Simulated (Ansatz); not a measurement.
## CH$_{2}$ClSi: molecular dynamics (part 1 of 2)

CH$_{2}$ClSi, multiplicity 2, computed with UKS PBE0-D4/def2-SVP (Ansatz 0.2.0).

One setting was made poor on purpose. It belongs to a series of runs on one base structure; here: dynamics from the start. Figures and captions count atoms from 1; the log counts them from 0 in places.

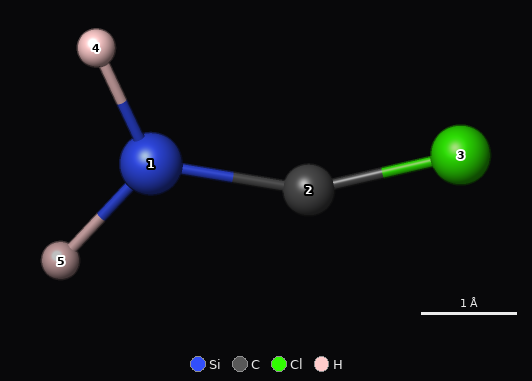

Fig. 1: The starting structure (ball-and-stick view, seen at a tilt; atoms are numbered from 1 in the order of the input). Bond lengths as drawn: C–Cl 1.65 Å, C–Si 1.69 Å and H–Si 1.48 to 1.49 Å.

Key numbers

```json
{"quantity": "outcome", "value": "finished"}
{"quantity": "mean temperature over the second half", "value": "807 K"}
{"quantity": "trajectory", "value": "40 steps, 160 fs"}
{"quantity": "ensemble", "value": "nvt_nose_hoover"}
{"quantity": "temperature in the input", "value": "1000.0 K"}
{"quantity": "time step", "value": "4.0 fs"}
{"quantity": "potential energy (last step)", "value": "−21449.8055 eV"}
{"quantity": "mean-field energy (last step)", "value": "−21449.7177 eV"}
{"quantity": "⟨S²⟩ (last step)", "value": "0.809"}
{"quantity": "largest force (length of the vector) (last step)", "value": "4.106 eV/Å"}
{"quantity": "hardware", "value": "1 thread of Arm Neoverse V1, 24 GiB of memory available, shared host"}
{"quantity": "wall time", "value": "2 min"}
{"quantity": "peak memory", "value": "0.14 GiB"}
```

Notes

A deliberately poor setting: time step. So short a trajectory is not equilibrated.

Input
```yaml
crystal:
  periodic: [false, false, false]
  atoms:
    - { symbol: Si, position_ang: [-0.253977, 0.508671, -0.37196] }
    - { symbol: C, position_ang: [0.58926, -0.540851, 0.654747] }
    - { symbol: Cl, position_ang: [0.906022, -1.984302, 1.382616] }
    - { symbol: H, position_ang: [-1.420834, 0.096405, -1.196234] }
    - { symbol: H, position_ang: [0.179529, 1.920077, -0.469169] }
magnetization:
  spin_polarized: true
  initial_magnetization: 1
basis:
  gaussian: { orbitals: def2-SVP }
hamiltonian:
  xc: pbe0
  dispersion: d4
md:
  timestep: 4.0
  n_steps: 40
  ensemble: nvt_nose_hoover
  temperature: 1000.0
  initial_velocities: maxwell_boltzmann
  seed: 849372
  nose_hoover: { tau: 20.0, chain_length: 1 }
```

Command:
```bash
ansatz run input.yaml --threads 1 --pin off --max-ram 2048MiB --backend cpu --events-out ev --progress --plain --runs-dir out
```

What the program printed
```
Engine: ansatz 0.2.0, aarch64-unknown-linux-gnu
Functional definition: PBE0
  parameter a = 0.25
  parameter kappa = 0.804
  parameter beta = 0.06672455060314922
  exchange = (1 - a)*pbe_x(kappa = kappa, mu = beta*pi^2/3) + a*exact_x
  correlation = pbe_c(beta = beta)
617 factors; integrals over basis functions are off by at most 2.5e-4 eV
mean field evaluation 1: about -21446.5139 eV, gradient 2.5e1 eV
mean field evaluation 2: about -21438.8063 eV, gradient 4.2e1 eV
mean field evaluation 4: about -21449.9407 eV, gradient 3.1e0 eV
mean field evaluation 8: about -21450.0254 eV, gradient 1.5e-1 eV
mean field evaluation 16: about -21450.0283 eV, gradient 6.4e-4 eV
mean field -21450.02827098 eV, -788.2739996070 hartree, gradient 4.9e-5 eV, S^2 0.790682; 4 other end points of the search recorded, 0 dependent functions left out
the calculation of the forces begins
reference -21450.02829095 eV, -788.2740003409 hartree; 20, 19 occupied and 40, 41 virtual orbitals, 617 factors
md step     0: t =     0.00 fs  T =  1000.0 K  F+E_penalty+E_count = -21450.11677520 eV  E_kin = 0.387780 eV  conserved = -21449.72899520 eV  (56 SCF iters)
these checks for a lower state are left out or cut short: starts, cluster_reference, orbital_swaps, neighbouring_geometries, increment
617 factors; integrals over basis functions are off by at most 2.8e-4 eV
mean field evaluation 32: about -21449.8628 eV, gradient 2.0e-1 eV
mean field -21449.86436117 eV, -788.2679760327 hartree, gradient 2.5e-5 eV, S^2 0.829103; 0 other end points of the search recorded, 0 dependent functions left out
[... from here on the field's lines of each further geometry are left out, up to the last ...]
md step     1: t =     4.00 fs  T =   763.4 K  F+E_penalty+E_count = -21449.95288343 eV  E_kin = 0.296029 eV  conserved = -21449.65755866 eV  (41 SCF iters, 9 dispersion substeps)
md step     2: t =     8.00 fs  T =   655.4 K  F+E_penalty+E_count = -21449.88364986 eV  E_kin = 0.254165 eV  conserved = -21449.63556919 eV  (42 SCF iters, 9 dispersion substeps)
md step     3: t =    12.00 fs  T =   911.3 K  F+E_penalty+E_count = -21450.02241599 eV  E_kin = 0.353398 eV  conserved = -21449.68865119 eV  (41 SCF iters, 9 dispersion substeps)
md step     4: t =    16.00 fs  T =   679.1 K  F+E_penalty+E_count = -21449.80330276 eV  E_kin = 0.263358 eV  conserved = -21449.57668610 eV  (40 SCF iters, 9 dispersion substeps)
md step     5: t =    20.00 fs  T =   455.5 K  F+E_penalty+E_count = -21449.65263023 eV  E_kin = 0.176644 eV  conserved = -21449.53030306 eV  (39 SCF iters, 9 dispersion substeps)
md step     6: t =    24.00 fs  T =   660.6 K  F+E_penalty+E_count = -21449.74024988 eV  E_kin = 0.256159 eV  conserved = -21449.56468491 eV  (39 SCF iters, 9 dispersion substeps)
md step     7: t =    28.00 fs  T =   543.2 K  F+E_penalty+E_count = -21449.56008543 eV  E_kin = 0.210655 eV  conserved = -21449.46519530 eV  (42 SCF iters, 9 dispersion substeps)
md step     8: t =    32.00 fs  T =   479.8 K  F+E_penalty+E_count = -21449.44381329 eV  E_kin = 0.186058 eV  conserved = -21449.41052819 eV  (37 SCF iters, 9 dispersion substeps)
md step     9: t =    36.00 fs  T =   432.0 K  F+E_penalty+E_count = -21449.36797036 eV  E_kin = 0.167526 eV  conserved = -21449.39352980 eV  (38 SCF iters, 9 dispersion substeps)
md step    10: t =    40.00 fs  T =   794.2 K  F+E_penalty+E_count = -21449.56639910 eV  E_kin = 0.307964 eV  conserved = -21449.51498961 eV  (37 SCF iters, 9 dispersion substeps)
md step    11: t =    44.00 fs  T =  1100.4 K  F+E_penalty+E_count = -21449.74697861 eV  E_kin = 0.426702 eV  conserved = -21449.68165992 eV  (43 SCF iters, 9 dispersion substeps)
md step    12: t =    48.00 fs  T =   625.0 K  F+E_penalty+E_count = -21449.36736457 eV  E_kin = 0.242377 eV  conserved = -21449.58433955 eV  (46 SCF iters, 9 dispersion substeps)
md step    13: t =    52.00 fs  T =  1318.6 K  F+E_penalty+E_count = -21449.62036409 eV  E_kin = 0.511345 eV  conserved = -21449.68086844 eV  (40 SCF iters, 9 dispersion substeps)
md step    14: t =    56.00 fs  T =  2224.9 K  F+E_penalty+E_count = -21449.87003513 eV  E_kin = 0.862767 eV  conserved = -21449.76663430 eV  (44 SCF iters, 9 dispersion substeps)
md step    15: t =    60.00 fs  T =  1602.1 K  F+E_penalty+E_count = -21449.30950201 eV  E_kin = 0.621255 eV  conserved = -21449.59800559 eV  (46 SCF iters, 11 dispersion substeps)
md step    16: t =    64.00 fs  T =  2120.4 K  F+E_penalty+E_count = -21449.43734388 eV  E_kin = 0.822237 eV  conserved = -21449.62126770 eV  (46 SCF iters, 11 dispersion substeps)
md step    17: t =    68.00 fs  T =  3269.3 K  F+E_penalty+E_count = -21449.82227783 eV  E_kin = 1.267788 eV  conserved = -21449.59409285 eV  (42 SCF iters, 11 dispersion substeps)
md step    18: t =    72.00 fs  T =  2017.3 K  F+E_penalty+E_count = -21449.37892249 eV  E_kin = 0.782250 eV  conserved = -21449.52101978 eV  (46 SCF iters, 13 dispersion substeps)
md step    19: t =    76.00 fs  T =   786.6 K  F+E_penalty+E_count = -21448.96652833 eV  E_kin = 0.305029 eV  conserved = -21449.48054373 eV  (45 SCF iters, 13 dispersion substeps)
md step    20: t =    80.00 fs  T =   873.0 K  F+E_penalty+E_count = -21449.21475576 eV  E_kin = 0.338528 eV  conserved = -21449.63215387 eV  (67 SCF iters, 13 dispersion substeps)
md step    21: t =    84.00 fs  T =  1129.2 K  F+E_penalty+E_count = -21449.42627058 eV  E_kin = 0.437893 eV  conserved = -21449.67087343 eV  (43 SCF iters, 13 dispersion substeps)
md step    22: t =    88.00 fs  T =   857.5 K  F+E_penalty+E_count = -21449.32034322 eV  E_kin = 0.332520 eV  conserved = -21449.59640157 eV  (39 SCF iters, 13 dispersion substeps)
md step    23: t =    92.00 fs  T =   753.9 K  F+E_penalty+E_count = -21449.35044579 eV  E_kin = 0.292346 eV  conserved = -21449.60962965 eV  (37 SCF iters, 13 dispersion substeps)
md step    24: t =    96.00 fs  T =  1007.8 K  F+E_penalty+E_count = -21449.42340158 eV  E_kin = 0.390788 eV  conserved = -21449.52686430 eV  (36 SCF iters, 13 dispersion substeps)
md step    25: t =   100.00 fs  T =  1315.0 K  F+E_penalty+E_count = -21449.67556279 eV  E_kin = 0.509938 eV  conserved = -21449.58309779 eV  (42 SCF iters, 13 dispersion substeps)
md step    26: t =   104.00 fs  T =  1063.4 K  F+E_penalty+E_count = -21449.66383618 eV  E_kin = 0.412349 eV  conserved = -21449.58241178 eV  (53 SCF iters, 13 dispersion substeps)
md step    27: t =   108.00 fs  T =   616.4 K  F+E_penalty+E_count = -21449.49492426 eV  E_kin = 0.239015 eV  conserved = -21449.52506975 eV  (43 SCF iters, 13 dispersion substeps)
md step    28: t =   112.00 fs  T =   919.8 K  F+E_penalty+E_count = -21449.74134979 eV  E_kin = 0.356672 eV  conserved = -21449.60372101 eV  (41 SCF iters, 13 dispersion substeps)
md step    29: t =   116.00 fs  T =  1106.5 K  F+E_penalty+E_count = -21449.92003942 eV  E_kin = 0.429089 eV  conserved = -21449.64653523 eV  (42 SCF iters, 13 dispersion substeps)
md step    30: t =   120.00 fs  T =   629.5 K  F+E_penalty+E_count = -21449.66780475 eV  E_kin = 0.244123 eV  conserved = -21449.52493798 eV  (41 SCF iters, 13 dispersion substeps)
md step    31: t =   124.00 fs  T =   814.5 K  F+E_penalty+E_count = -21449.81145064 eV  E_kin = 0.315861 eV  conserved = -21449.55793995 eV  (40 SCF iters, 13 dispersion substeps)
md step    32: t =   128.00 fs  T =   934.7 K  F+E_penalty+E_count = -21449.94212962 eV  E_kin = 0.362470 eV  conserved = -21449.59995878 eV  (40 SCF iters, 13 dispersion substeps)
md step    33: t =   132.00 fs  T =   402.3 K  F+E_penalty+E_count = -21449.58784663 eV  E_kin = 0.155995 eV  conserved = -21449.42280311 eV  (39 SCF iters, 13 dispersion substeps)
md step    34: t =   136.00 fs  T =   758.2 K  F+E_penalty+E_count = -21449.68665069 eV  E_kin = 0.294006 eV  conserved = -21449.36772727 eV  (40 SCF iters, 13 dispersion substeps)
md step    35: t =   140.00 fs  T =   911.9 K  F+E_penalty+E_count = -21449.77863953 eV  E_kin = 0.353616 eV  conserved = -21449.38347840 eV  (42 SCF iters, 13 dispersion substeps)
md step    36: t =   144.00 fs  T =   384.1 K  F+E_penalty+E_count = -21449.50492955 eV  E_kin = 0.148946 eV  conserved = -21449.30430011 eV  (65 SCF iters, 13 dispersion substeps)
md step    37: t =   148.00 fs  T =   774.5 K  F+E_penalty+E_count = -21449.54492137 eV  E_kin = 0.300342 eV  conserved = -21449.19409359 eV  (41 SCF iters, 13 dispersion substeps)
md step    38: t =   152.00 fs  T =   804.2 K  F+E_penalty+E_count = -21449.54847304 eV  E_kin = 0.311838 eV  conserved = -21449.19356652 eV  (41 SCF iters, 13 dispersion substeps)
md step    39: t =   156.00 fs  T =   523.8 K  F+E_penalty+E_count = -21449.68182846 eV  E_kin = 0.203109 eV  conserved = -21449.44634249 eV  (40 SCF iters, 13 dispersion substeps)
the calculation of the forces begins
reference -21449.71767461 eV, -788.2625854011 hartree; 20, 19 occupied and 40, 41 virtual orbitals, 617 factors
617 factors; integrals over basis functions are off by at most 3.7e-4 eV
mean field evaluation 384: about -21446.1852 eV, gradient 2.5e1 eV
mean field -21449.71765418 eV, -788.2625846504 hartree, gradient 1.7e-5 eV, S^2 0.808968; 3 other end points of the search recorded, 0 dependent functions left out
the calculation of the forces begins
reference -21449.71767461 eV, -788.2625854011 hartree; 20, 19 occupied and 40, 41 virtual orbitals, 617 factors
md step    40: t =   160.00 fs  T =   373.2 K  F+E_penalty+E_count = -21449.80552414 eV  E_kin = 0.144718 eV  conserved = -21449.64195311 eV  (49 SCF iters, 13 dispersion substeps)
```

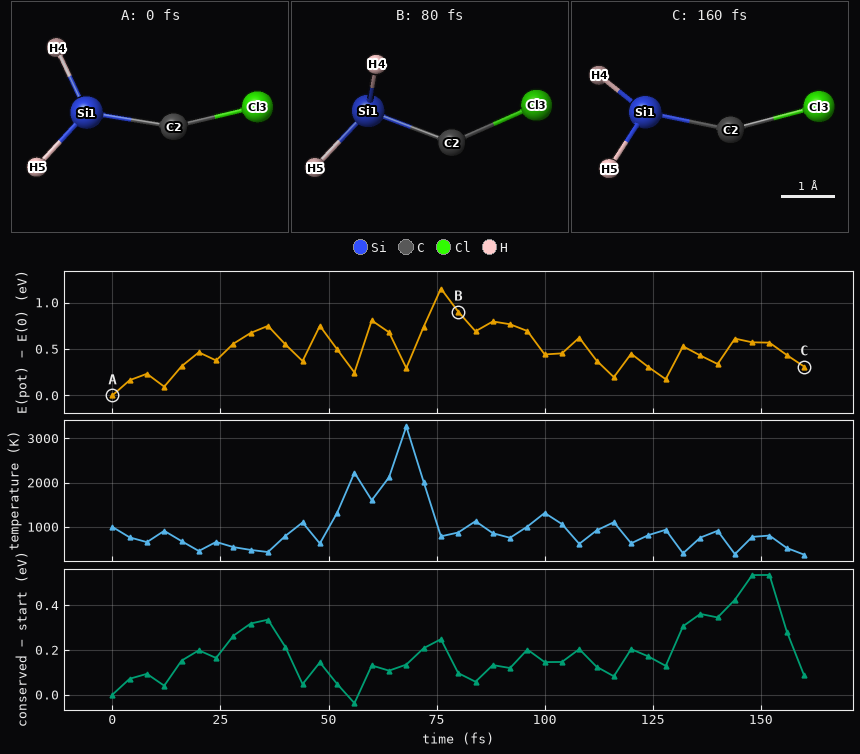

Fig. 2: Frames of the molecular dynamics (ball-and-stick, seen at a tilt) above the curves, on which the letters mark them. The trajectory kept here has 41 frames over 160 fs. The temperature starts at 1000 K, ranges from 373 to 3269 K and averages 807 K over the second half. The potential energy ends 0.311 eV above its first value. The conserved quantity stays within 0.57 eV. After an unweighted best fit of the last frame on the first, the root-mean-square displacement is 0.21 Å.

```
Total energy: -21449.80554456 eV, -788.2658145623 hartree
Atom 0 at    -0.208793     0.511085    -0.429744 Å, force    -0.666183     1.253145    -0.927031 eV/Å
Atom 1 at     0.322368    -0.497609     0.779997 Å, force     1.513433    -3.456551     1.620105 eV/Å
Atom 2 at     0.958290    -2.011034     1.378635 Å, force    -1.031555     2.022894    -0.650177 eV/Å
Atom 3 at    -1.496525     0.518205    -1.200829 Å, force     0.151677    -0.270554     0.121281 eV/Å
Atom 4 at     0.338284     1.855893    -0.207027 Å, force     0.032628     0.451066    -0.164178 eV/Å
Dipole moment:    -0.094702     0.092708    -0.272176 e Å
```

Trajectory as extended XYZ (Å, eV, eV/Å), 36 of the 41 frames kept, from step=0 to step=40
```
5
Properties=species:S:1:pos:R:3:forces:R:3 step=0 time_fs=0.0 energy=-21450.11677 temperature=1000.0
Si   -0.2540    0.5087   -0.3720   -0.0045  -0.0122   0.0011
C     0.5893   -0.5409    0.6547   -0.0073   0.0075  -0.0019
Cl    0.9060   -1.9843    1.3826    0.0081  -0.0030   0.0034
H    -1.4208    0.0964   -1.1962   -0.0006   0.0076  -0.0034
H     0.1795    1.9201   -0.4692    0.0044   0.0001   0.0008
5
Properties=species:S:1:pos:R:3:forces:R:3 step=1 time_fs=4.0 energy=-21449.95288 temperature=763.4
Si   -0.2561    0.5057   -0.3960    2.1688  -0.3477   1.7558
C     0.5996   -0.5530    0.7256   -1.2729   2.7987  -1.9660
Cl    0.9049   -1.9795    1.3715    0.3659  -1.7518   0.8008
H    -1.4769    0.1382   -1.0403   -1.0222  -0.2582  -0.5385
H     0.2097    1.9378   -0.4085   -0.2396  -0.4410  -0.0520
5
Properties=species:S:1:pos:R:3:forces:R:3 step=2 time_fs=8.0 energy=-21449.88365 temperature=655.4
Si   -0.2463    0.5008   -0.4105   -0.3345  -1.8314   0.7686
C     0.5937   -0.5292    0.7715   -1.2589   2.5947  -1.9357
Cl    0.9054   -1.9824    1.3638    0.3301  -1.6356   0.6972
H    -1.6902    0.1406   -0.9663    1.3250   0.4085   0.5443
H     0.2032    1.8880   -0.3555   -0.0616   0.4637  -0.0744
5
Properties=species:S:1:pos:R:3:forces:R:3 step=3 time_fs=12.0 energy=-21450.02242 temperature=911.3
Si   -0.2382    0.4857   -0.4210   -0.2855  -0.2495   0.4881
C     0.5713   -0.4714    0.7931   -0.2542  -0.0114  -0.5342
Cl    0.9074   -1.9924    1.3591   -0.0528   0.1323   0.0311
H    -1.7024    0.2061   -0.8071    0.7689   0.1529   0.1736
H     0.1871    1.9089   -0.3131   -0.1764  -0.0242  -0.1587
5
Properties=species:S:1:pos:R:3:forces:R:3 step=5 time_fs=20.0 energy=-21449.65263 temperature=455.5
Si   -0.2144    0.4605   -0.4361   -2.8709   0.7955  -0.6288
C     0.5302   -0.3820    0.8362    1.3758  -3.1057   1.3952
Cl    0.9093   -2.0055    1.3478   -0.5045   1.9772  -0.4248
H    -1.8449    0.3174   -0.5015    1.7869  -0.0642  -0.1560
H     0.0887    1.8948   -0.3145    0.2127   0.3971  -0.1856
5
Properties=species:S:1:pos:R:3:forces:R:3 step=6 time_fs=24.0 energy=-21449.74025 temperature=660.6
Si   -0.2127    0.4563   -0.4471   -2.1815   0.6235   0.3056
C     0.5328   -0.3912    0.8840    0.7920  -1.8594   0.2725
Cl    0.9072   -2.0002    1.3390   -0.3698   1.3900  -0.1537
H    -1.8261    0.3288   -0.4046    1.5626  -0.1050  -0.2978
H     0.0647    1.9237   -0.3649    0.1966  -0.0490  -0.1265
```
